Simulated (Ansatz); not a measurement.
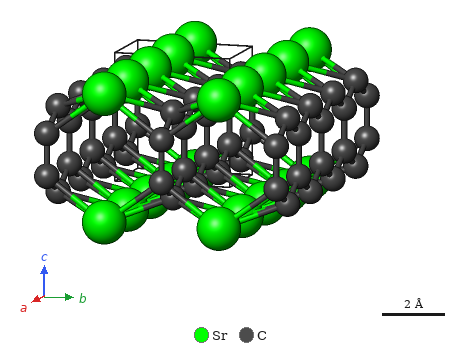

Starting structure of solid SrC$_{4}$ (a generated structure, set up in Pmmm) (coarse preliminary run). A ball-and-stick model of the cell of the calculation, repeated 4 × 2 × 1 with one cell outlined, seen slightly off an axis.

All numbers below come from Ansatz, DFT PBE, scalar-relativistic, plane waves, PAW.

Input
```yaml
crystal:
  lattice:
    - [2.45601802, 0.0, 0.0]
    - [0.0, 3.92210412, 0.0]
    - [0.0, 0.0, 4.25394797]
  atoms:
    - { symbol: Sr, position: [0.0, 0.5, 0.0] }
    - { symbol: C, position: [0.5, 0.0, 0.16666667] }
    - { symbol: C, position: [0.0, 0.0, 0.66666667] }
    - { symbol: C, position: [0.5, 0.0, 0.83333333] }
    - { symbol: C, position: [0.0, 0.0, 0.33333333] }
basis:
  ecutwfc: 420
kpoints:
  mp_grid: { grid: [8, 4, 4] }
hamiltonian:
  xc: pbe
scf:
  occupations: { method: gaussian, width: 0.1 }
  lower_state_search: "off"
output:
  forces: true
  stress: true
  eigenvalues: true
relax:
  adjacent_minimum: "off"
  f_tol: 0.04
  max_steps: 70
  cell: { stress_tol: 0.4 }
```

Launched with:
```bash
ansatz run input.yaml --threads 1 --pin off --max-ram 2048MiB --backend cpu --events-out ev --progress --plain --runs-dir out
```

What does the optimiser find from here?

Over 10 accepted moves (12 points after the start) the energy falls by 3.013 eV per cell of the calculation. The largest force component goes from 1.7 to 0.0011 eV/Å. The pressure goes from 77.85 to 0.04 GPa. At 2 points the geometry stayed and the basis and grid were re-selected for the new cell (energy shift of 0.175 eV per cell of the calculation at most each time). The largest moves relative to the cell, 0.011 Å, are those of C2 and C4. C4 goes along −c. Sr stays in place. The drawn cell changes as follows: a 2.456 → 2.630 Å (+7.1 %), b 3.922 → 4.822 Å (+23.0 %), c 4.254 → 4.344 Å (+2.1 %); the volume changes by +34.5 %. Near-neighbour distances that change, for instance: Sr1–C2 2.420 → 2.843 Å, Sr1–C3 2.420 → 2.814 Å, Sr1–Sr1 2.456 → 2.630 Å, C2–C5 1.418 → 1.497 Å. Among the angles between lasting bonds that change: Sr1–C3–Sr1 108.3° → 117.9°, Sr1–C3–C5 125.9° → 121.0°, C4–C3–C4 120.0° → 122.9°. The space group stays Pmmm (No. 47).

Final geometry:

```
Sr C
1.0
     2.63020    0.00000    0.00000
     0.00000    4.82229    0.00000
     0.00000    0.00000    4.34426
Sr C
1 4
Direct
  0.00000 0.50000 0.00000
  0.50000 0.00000 0.16931
  0.00000 0.00000 0.66605
  0.50000 0.00000 0.83069
  0.00000 0.00000 0.33395
```

After the run, drawn alike:

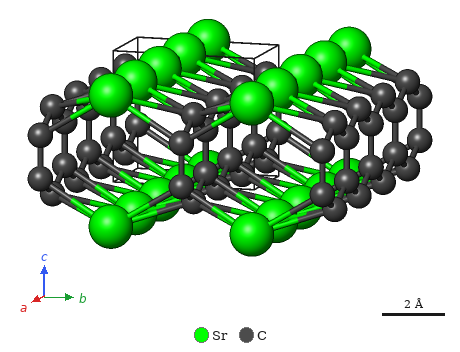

Limits of the set-up: the k-point mesh is coarse for a cell with partly filled bands.
